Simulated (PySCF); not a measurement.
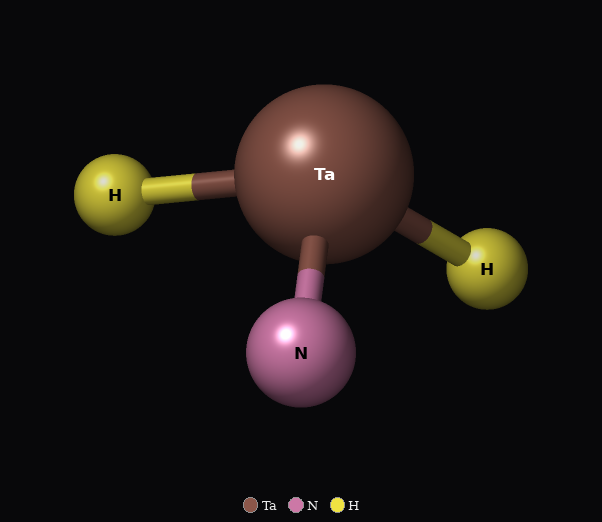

A metal compound. The species is neutral and a spin singlet. Computed geometry: PBE0/def2-TZVP with core potentials optimisation.

**What is the coordination number of the metal, and which atoms bind to it?**

Ta binds 3 atoms: 1 N at 1.68 Å, 2 H at 1.77 Å. The arrangement is trigonal pyramidal.

**Give the formal oxidation state and the d-electron count.**

Ta(V), d⁰, counting the ligands as closed-shell ions or neutral donors.

The search tried a few shapes and spins; others may lie lower.
